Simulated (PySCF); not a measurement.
**Energy and gradient calculation of CH₃Cl₃Si (part 1 of 2)**

CH₃Cl₃Si, SMILES C[Si](Cl)(Cl)Cl, computed with B3LYP/pcseg-2, RKS (PySCF 2.14.0).

The geometry comes from this level: PBE0-D4/def2-TZVP.

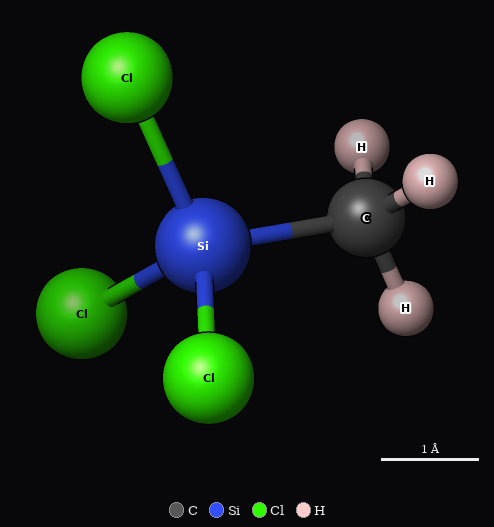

**Figure 1.** The structure as given in the input (ball-and-stick view, seen at a tilt).

Key numbers:

```tsv
quantity	value
outcome	converged
total energy	−1710.346796 hartree
basis functions	208
largest force	0.287 eV/Å
HOMO	−8.96 eV
LUMO	−0.17 eV
dipole moment	2.09 D
hardware	1 thread of Intel Xeon @ 2.50GHz (Skylake/Cascade Lake), 189 GiB of memory available, shared host
wall time	13 min
peak memory	1.7 GiB
```

Input (job.py):
```python
# C[Si](Cl)(Cl)Cl
import pyscf.grad
from pyscf import gto, dft

mol = gto.Mole()
mol.atom = [
    ('C', (-0.728900, -0.279600, 0.686100)),
    ('Si', (0.568900, 0.197900, -0.528700)),
    ('Cl', (2.360400, -0.640000, -0.033600)),
    ('Cl', (0.065900, -0.429500, -2.402200)),
    ('Cl', (0.801200, 2.223000, -0.573800)),
    ('H', (-0.844500, -1.365200, 0.700800)),
    ('H', (-0.448300, 0.061100, 1.684800)),
    ('H', (-1.682600, 0.175200, 0.410800)),
]
mol.basis = 'pcseg-2'
mol.charge = 0
mol.spin = 0
mol.max_memory = 1860
mol.verbose = 4
mol.build()

myscf = dft.RKS(mol)
myscf.xc = 'b3lyp'
myscf.conv_tol = 1e-10
myscf.grids.level = 5
myscf.kernel()
if not myscf.converged:
    myscf = myscf.newton().run(myscf.mo_coeff, myscf.mo_occ)

etot = myscf.e_tot
print(f'total energy: {etot:.8f} hartree')
grad = myscf.Gradients().kernel()
myscf.analyze()
```

Command:
```bash
OMP_NUM_THREADS=1 python job.py
```

Log:
```
PySCF version 2.14.0

[INPUT] num. atoms = 8
[INPUT] num. electrons = 74
[INPUT] charge = 0
[INPUT] spin (= nelec alpha-beta = 2S) = 0
[INPUT] symmetry False subgroup None
[INPUT] Mole.unit = angstrom
[INPUT] Symbol           X                Y                Z      unit          X                Y                Z       unit  Magmom
[INPUT]  1 C     -0.728900000000  -0.279600000000   0.686100000000 AA   -1.377421372195  -0.528367424428   1.296541094064 Bohr   0.0
[INPUT]  2 Si     0.568900000000   0.197900000000  -0.528700000000 AA    1.075065192265   0.373976800051  -0.999098202058 Bohr   0.0
[INPUT]  3 Cl     2.360400000000  -0.640000000000  -0.033600000000 AA    4.460509544423  -1.209424719722  -0.063494797785 Bohr   0.0
[INPUT]  4 Cl     0.065900000000  -0.429500000000  -2.402200000000 AA    0.124532951609  -0.811637370501  -4.539500096430 Bohr   0.0
[INPUT]  5 Cl     0.801200000000   2.223000000000  -0.573800000000 AA    1.514048571002   4.200861174908  -1.084324850275 Bohr   0.0
[INPUT]  6 H     -0.844500000000  -1.365200000000   0.700800000000 AA   -1.595873712195  -2.579854105256   1.324320068095 Bohr   0.0
[INPUT]  7 H     -0.448300000000   0.061100000000   1.684800000000 AA   -0.847164221643   0.115462266211   3.183810574667 Bohr   0.0
[INPUT]  8 H     -1.682600000000   0.175200000000   0.410800000000 AA   -3.179653177193   0.331080017024   0.776299491971 Bohr   0.0

nuclear repulsion = 440.297333853526
number of shells = 29
number of NR pGTOs = 357
number of NR cGTOs = 208
basis = pcseg-2
ecp = {}

******** <class 'pyscf.dft.rks.RKS'> ********
method = RKS
initial guess = minao
damping factor = 0
level_shift factor = 0
DIIS = <class 'pyscf.scf.diis.CDIIS'>
diis_start_cycle = 1
diis_space = 8
diis_damp = 0
SCF conv_tol = 1e-10
SCF conv_tol_grad = None
SCF max_cycles = 50
direct_scf = True
direct_scf_tol = 1e-13
XC library pyscf.dft.libxc version 7.0.0
    S. Lehtola, C. Steigemann, M. J.T. Oliveira, and M. A.L. Marques.,  SoftwareX 7, 1–5 (2018)
XC functionals = b3lyp
    P. J. Stephens, F. J. Devlin, C. F. Chabalowski, and M. J. Frisch.,  J. Phys. Chem. 98, 11623 (1994)
radial grids:
    Treutler-Ahlrichs [JCP 102, 346 (1995); DOI:10.1063/1.469408] (M4) radial grids

becke partition: Becke, JCP 88, 2547 (1988); DOI:10.1063/1.454033
pruning grids: <function nwchem_prune>
grids dens level: 5
symmetrized grids: False
atomic radii adjust function: <function treutler_atomic_radii_adjust>
small_rho_cutoff = 0
Set gradient conv threshold to 1e-05
Initial guess from minao.
tot grids = 286296
init E= -1710.73944426528
  HOMO = -0.359793299102844  LUMO = -0.0384347345579101  gap/eV = 8.74461
cycle= 1 E= -1710.28533337112  delta_E= 0.454  |g|=  0.5  |ddm|= 2.39
  HOMO = -0.305411026019531  LUMO = -0.0146338833862315  gap/eV = 7.91245
cycle= 2 E= -1710.25585448029  delta_E= 0.0295  |g|= 0.614  |ddm|= 0.94
  HOMO = -0.322686989533801  LUMO = -0.000509010306567761  gap/eV = 8.76691
cycle= 3 E= -1710.34544564372  delta_E= -0.0896  |g|= 0.0745  |ddm|= 0.552
  HOMO = -0.330476002031771  LUMO = -0.00846920540159356  gap/eV = 8.76225
cycle= 4 E= -1710.34662132875  delta_E= -0.00118  |g|= 0.0259  |ddm|= 0.0823
  HOMO = -0.329910419237782  LUMO = -0.00627761037341107  gap/eV = 8.80650
cycle= 5 E= -1710.3467821627  delta_E= -0.000161  |g|= 0.00747  |ddm|= 0.0261
  HOMO = -0.329328485651644  LUMO = -0.00612789328973504  gap/eV = 8.79474
cycle= 6 E= -1710.34679599498  delta_E= -1.38e-05  |g|= 0.00114  |ddm|= 0.00685
  HOMO = -0.329457576256858  LUMO = -0.00620202762146602  gap/eV = 8.79623
cycle= 7 E= -1710.34679626128  delta_E= -2.66e-07  |g|= 0.000172  |ddm|= 0.0011
  HOMO = -0.329444263508959  LUMO = -0.0061909714251111  gap/eV = 8.79617
cycle= 8 E= -1710.34679626743  delta_E= -6.15e-09  |g|= 3.91e-05  |ddm|= 0.000195
  HOMO = -0.329442959976511  LUMO = -0.00619034132527911  gap/eV = 8.79615
cycle= 9 E= -1710.34679626777  delta_E= -3.36e-10  |g|= 7.53e-06  |ddm|= 4.99e-05
  HOMO = -0.329443990194793  LUMO = -0.00619112422783511  gap/eV = 8.79616
cycle= 10 E= -1710.34679626778  delta_E= -1.32e-11  |g|= 5.54e-07  |ddm|= 8.24e-06
  HOMO = -0.329443851045556  LUMO = -0.00619103400575759  gap/eV = 8.79616
```

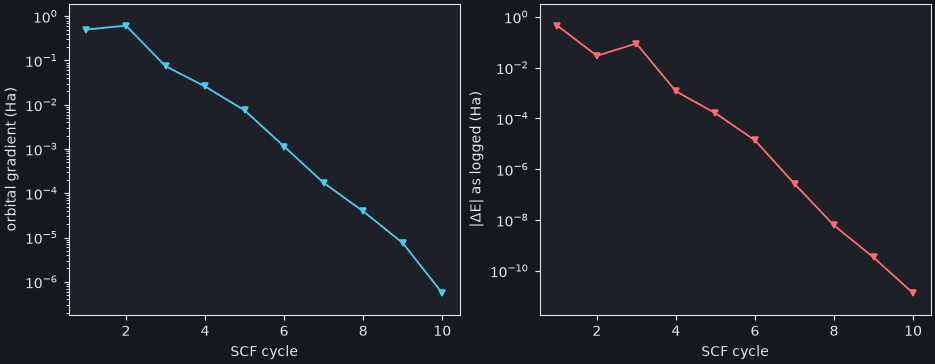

**Figure 2.** Convergence of the self-consistent field: orbital gradient and size of the energy change against the SCF cycle. The residual falls almost steadily, with no more than small rises.

```
Extra cycle  E= -1710.34679626778  delta_E=    0  |g|= 4.02e-07  |ddm|= 1.15e-06
converged SCF energy = -1710.34679626778
total energy: -1710.34679627 hartree

******** <class 'pyscf.grad.rks.Gradients'> for <class 'pyscf.dft.rks.RKS'> ********
unit = Eh/Bohr
grid_response = False
--------------- RKS gradients ---------------
         x                y                z
0 C     0.0018860417     0.0006747408    -0.0017667143
1 Si     0.0012430298     0.0004276656    -0.0011739462
2 Cl    -0.0047789197     0.0024034528    -0.0015617823
3 Cl     0.0015970956     0.0018184515     0.0050191126
4 Cl    -0.0004439926    -0.0055246977    -0.0000606554
5 H     0.0003677861    -0.0012918225    -0.0004789078
6 H     0.0009205022     0.0006705131     0.0009038894
7 H    -0.0007927516     0.0008251064    -0.0008799121
----------------------------------------------
**** SCF Summaries ****
Total Energy =                       -1710.346796267782565
Nuclear Repulsion Energy =             440.297333853526425
One-electron Energy =                -3238.930247713782592
Two-electron Energy =                 1088.286117592473374
Two-electron Coulomb Energy =         1200.748614762637999
DFT Exchange-Correlation Energy =     -112.462497170164667
HOMO-LUMO gap [eV] =                     8.796157186522384
**** MO energy ****
MO #1   energy= -101.520993988675  occ= 2
MO #2   energy= -101.52099225369   occ= 2
MO #3   energy= -101.520978669025  occ= 2
MO #4   energy= -66.1935558079732  occ= 2
MO #5   energy= -10.1874229978451  occ= 2
MO #6   energy= -9.46815576723899  occ= 2
MO #7   energy= -9.46815315887659  occ= 2
MO #8   energy= -9.46813847061559  occ= 2
MO #9   energy= -7.22702958533061  occ= 2
MO #10  energy= -7.22702792918647  occ= 2
MO #11  energy= -7.22701305825506  occ= 2
MO #12  energy= -7.22207151714804  occ= 2
MO #13  energy= -7.22206928939192  occ= 2
MO #14  energy= -7.22205466437397  occ= 2
MO #15  energy= -7.22202022594429  occ= 2
MO #16  energy= -7.2220180823434   occ= 2
MO #17  energy= -7.22200339090917  occ= 2
MO #18  energy= -5.36690640123527  occ= 2
MO #19  energy= -3.72604017695456  occ= 2
MO #20  energy= -3.72604010396973  occ= 2
MO #21  energy= -3.72260398635818  occ= 2
MO #22  energy= -0.875612709444937 occ= 2
MO #23  energy= -0.837580229576475 occ= 2
MO #24  energy= -0.83756516322385  occ= 2
MO #25  energy= -0.733513612943    occ= 2
MO #26  energy= -0.534792095809948 occ= 2
MO #27  energy= -0.455456773932249 occ= 2
MO #28  energy= -0.455454738574747 occ= 2
MO #29  energy= -0.417902036636645 occ= 2
MO #30  energy= -0.417897306854696 occ= 2
MO #31  energy= -0.413458575689318 occ= 2
MO #32  energy= -0.364729058919741 occ= 2
MO #33  energy= -0.364724973684491 occ= 2
MO #34  energy= -0.340894535084103 occ= 2
MO #35  energy= -0.340886873690657 occ= 2
MO #36  energy= -0.337879406622996 occ= 2
MO #37  energy= -0.329443851045556 occ= 2
MO #38  energy= -0.00619103400575759 occ= 0
MO #39  energy= 0.0124910796259455 occ= 0
MO #40  energy= 0.0279839409340612 occ= 0
MO #41  energy= 0.0279940669008776 occ= 0
MO #42  energy= 0.0593812626354485 occ= 0
MO #43  energy= 0.0604233057747403 occ= 0
MO #44  energy= 0.0604248666487787 occ= 0
MO #45  energy= 0.134235651434266  occ= 0
MO #46  energy= 0.141815883153008  occ= 0
MO #47  energy= 0.141820923274488  occ= 0
MO #48  energy= 0.150392469149025  occ= 0
MO #49  energy= 0.166274229028874  occ= 0
MO #50  energy= 0.166277835145483  occ= 0
MO #51  energy= 0.234721758763167  occ= 0
MO #52  energy= 0.23472998835313   occ= 0
MO #53  energy= 0.267006876816076  occ= 0
MO #54  energy= 0.303159094071508  occ= 0
MO #55  energy= 0.30316193690593   occ= 0
MO #56  energy= 0.311666379606724  occ= 0
MO #57  energy= 0.331836996084517  occ= 0
MO #58  energy= 0.33184783817835   occ= 0
MO #59  energy= 0.345838079734534  occ= 0
MO #60  energy= 0.349944674042196  occ= 0
MO #61  energy= 0.35548468082345   occ= 0
MO #62  energy= 0.355491320791859  occ= 0
MO #63  energy= 0.373326524467619  occ= 0
MO #64  energy= 0.373341944778082  occ= 0
MO #65  energy= 0.379075216994884  occ= 0
MO #66  energy= 0.46729288745167   occ= 0
MO #67  energy= 0.50321473470965   occ= 0
MO #68  energy= 0.503223774440254  occ= 0
MO #69  energy= 0.531424512146742  occ= 0
MO #70  energy= 0.546288626972623  occ= 0
MO #71  energy= 0.546297607794743  occ= 0
MO #72  energy= 0.580789506541778  occ= 0
MO #73  energy= 0.584872750985939  occ= 0
MO #74  energy= 0.584878525625417  occ= 0
MO #75  energy= 0.590137446001216  occ= 0
MO #76  energy= 0.603272339014206  occ= 0
MO #77  energy= 0.603275312288651  occ= 0
MO #78  energy= 0.654672154830701  occ= 0
MO #79  energy= 0.672936925307598  occ= 0
MO #80  energy= 0.672950373602761  occ= 0
MO #81  energy= 0.699876147728838  occ= 0
MO #82  energy= 0.771377958978439  occ= 0
MO #83  energy= 0.771390504081865  occ= 0
MO #84  energy= 0.819912944105134  occ= 0
MO #85  energy= 0.852313767101283  occ= 0
MO #86  energy= 0.85233674822103   occ= 0
MO #87  energy= 0.946970184982459  occ= 0
MO #88  energy= 0.963639173423722  occ= 0
MO #89  energy= 0.968071784478001  occ= 0
MO #90  energy= 0.968082650728606  occ= 0
MO #91  energy= 1.03941211563316   occ= 0
MO #92  energy= 1.03941900417987   occ= 0
MO #93  energy= 1.090598545469     occ= 0
MO #94  energy= 1.09061432176823   occ= 0
MO #95  energy= 1.12570362382015   occ= 0
MO #96  energy= 1.15429918981341   occ= 0
MO #97  energy= 1.21544263457101   occ= 0
MO #98  energy= 1.2154571123563    occ= 0
MO #99  energy= 1.25331679093188   occ= 0
MO #100 energy= 1.2533608025089    occ= 0
MO #101 energy= 1.26108972350375   occ= 0
MO #102 energy= 1.39557116122291   occ= 0
MO #103 energy= 1.45865708878178   occ= 0
MO #104 energy= 1.45867339845302   occ= 0
MO #105 energy= 1.53914829129796   occ= 0
MO #106 energy= 1.62557086650938   occ= 0
MO #107 energy= 1.63976023152428   occ= 0
MO #108 energy= 1.6397805945232    occ= 0
MO #109 energy= 1.73353204121554   occ= 0
MO #110 energy= 1.73355143054508   occ= 0
MO #111 energy= 1.79749865229034   occ= 0
MO #112 energy= 1.83701283809328   occ= 0
MO #113 energy= 1.83703039912519   occ= 0
MO #114 energy= 1.96444257033891   occ= 0
MO #115 energy= 2.07954963590745   occ= 0
MO #116 energy= 2.08526755314916   occ= 0
MO #117 energy= 2.08527560158678   occ= 0
MO #118 energy= 2.09817101193865   occ= 0
MO #119 energy= 2.09817730021788   occ= 0
MO #120 energy= 2.09947711423744   occ= 0
MO #121 energy= 2.10141652217331   occ= 0
MO #122 energy= 2.10142259808273   occ= 0
MO #123 energy= 2.10328124559278   occ= 0
MO #124 energy= 2.12640034499352   occ= 0
MO #125 energy= 2.12640342600853   occ= 0
MO #126 energy= 2.14214185185167   occ= 0
MO #127 energy= 2.1550713720809    occ= 0
MO #128 energy= 2.15508446467045   occ= 0
MO #129 energy= 2.17513079903117   occ= 0
MO #130 energy= 2.1991850039871    occ= 0
MO #131 energy= 2.20957360076466   occ= 0
MO #132 energy= 2.21270447122501   occ= 0
MO #133 energy= 2.21270658352516   occ= 0
MO #134 energy= 2.21578339288407   occ= 0
MO #135 energy= 2.21578645038738   occ= 0
MO #136 energy= 2.26214223640836   occ= 0
MO #137 energy= 2.29295288654419   occ= 0
MO #138 energy= 2.34337905381952   occ= 0
MO #139 energy= 2.34338483443748   occ= 0
MO #140 energy= 2.39165524486599   occ= 0
MO #141 energy= 2.39168001561868   occ= 0
```
